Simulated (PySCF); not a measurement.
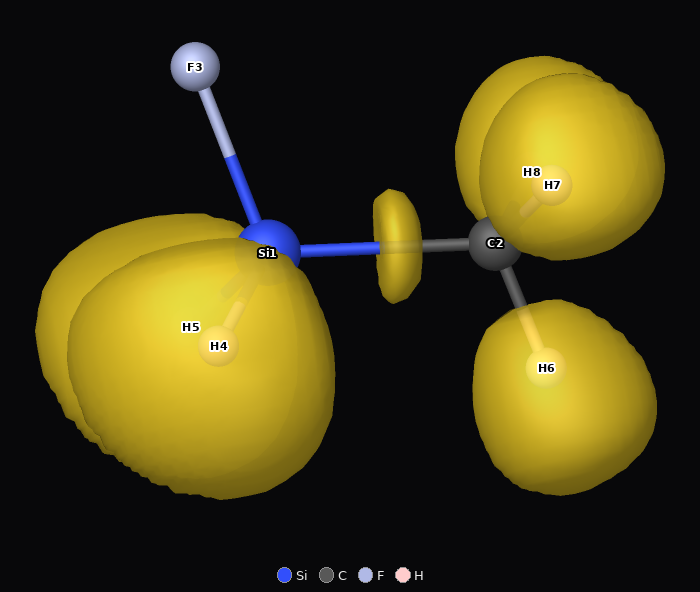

*CH5FSi (SMILES C[SiH2]F). Isosurface of the ELF at 0.9 (yellow), seen across its widest extent. Only the valence region is drawn (cores and ρ < 0.01 e/Å³ removed).*

Geometry: PBE0-D3(BJ)/def2-SVP.

Computed with PBE0/pcSseg-2, SCF density, gas phase, non-relativistic in PySCF 2.14.0.

```yaml
atoms:
  - { symbol: Si, position_ang: [-0.8433, 0.0571, 0.0064] }
  - { symbol: C, position_ang: [1.0003, -0.1917, 0.0261] }
  - { symbol: F, position_ang: [-1.1755, 1.6359, 0.2384] }
  - { symbol: H, position_ang: [-1.5045, -0.7044, 1.1051] }
  - { symbol: H, position_ang: [-1.4291, -0.3366, -1.3075] }
  - { symbol: H, position_ang: [1.2399, -1.2566, -0.1257] }
  - { symbol: H, position_ang: [1.4313, 0.1212, 0.9893] }
  - { symbol: H, position_ang: [1.4873, 0.3856, -0.7745] }
```

**Where are the electrons localised?**

The surface consists of one region between bonded C–Si atoms (shared pairs) and five regions around hydrogen nuclei. Along the contacts the grid gives the following. Si–F (1.63 Å): the ELF peaks at about 0.85 in the valence shell of F, 0.6 Å from its nucleus, and is about 0.50 at the midpoint. C–Si (1.86 Å): the ELF peaks at about 0.95 between the atoms (a shared electron pair).
